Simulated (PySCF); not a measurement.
Input

```
{"job": {"kind": "nmr", "xc": "PBE0", "basis": "pcSseg-1"}, "charge": 0, "multiplicity": 1}
C      2.246070    -0.566483    -0.656809
C      2.176761    -0.433884     0.857842
C      1.084447     0.538545     1.314339
N     -0.257449     0.069166     1.069179
Si    -1.104279     0.330392    -0.394271
C     -2.993024    -0.036668    -0.343019
C     -2.610663    -1.026001    -1.389803
N     -1.349219    -1.001728    -1.581322
H      2.468243     0.396743    -1.110319
H      1.300515    -0.922828    -1.057156
H      3.027199    -1.268562    -0.938923
H      1.983815    -1.412921     1.303199
H      3.135403    -0.075946     1.239905
H      1.200442     1.489713     0.793712
H      1.194715     0.721108     2.389895
H     -0.443102    -0.787480     1.570928
H     -0.693464     1.588990    -0.991993
H     -3.693565     0.718470    -0.690757
H     -3.407518    -0.503613     0.547191
H     -3.270477    -1.690355    -1.934854
```

Run with:

```sh
OMP_NUM_THREADS=1 python probes_run.py task.json out
```

Geometry: GFN2-xTB.

These are results of PySCF, PBE0/pcSseg-1, SCF density, gas phase, non-relativistic, not measurements.

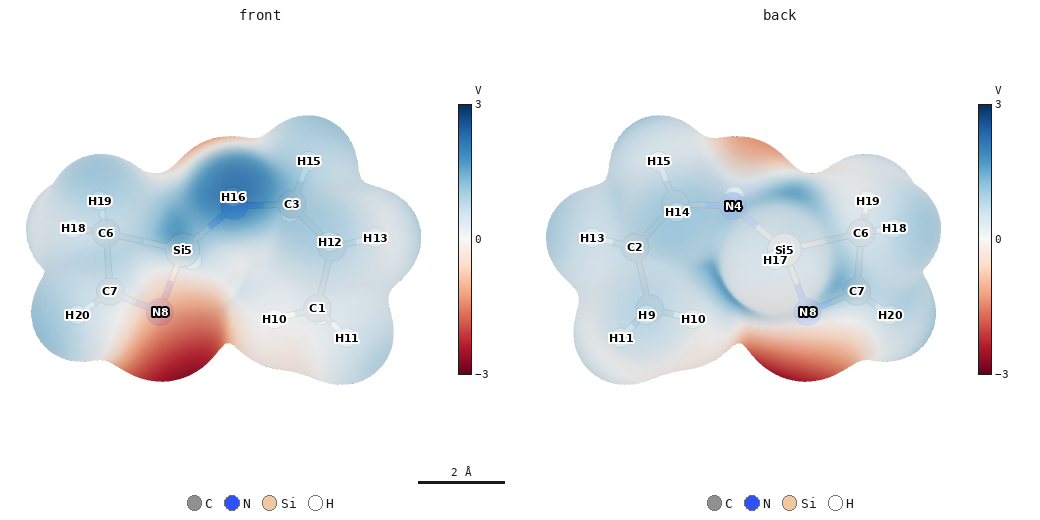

C5H12N2Si. The molecular electrostatic potential painted on the density surface at 0.004 e/bohr³, seen from the front and from behind; the colour scale runs from red (negative) to blue (positive).

**Where is the surface potential most negative and most positive?**

The most negative region (about −2.6 V) lies over N8, the most positive (about +2.2 V) over H16. N8 is the likeliest acceptor of a hydrogen bond.

**What dipole moment does the calculation give?**

Its dipole moment is 2.02 D.
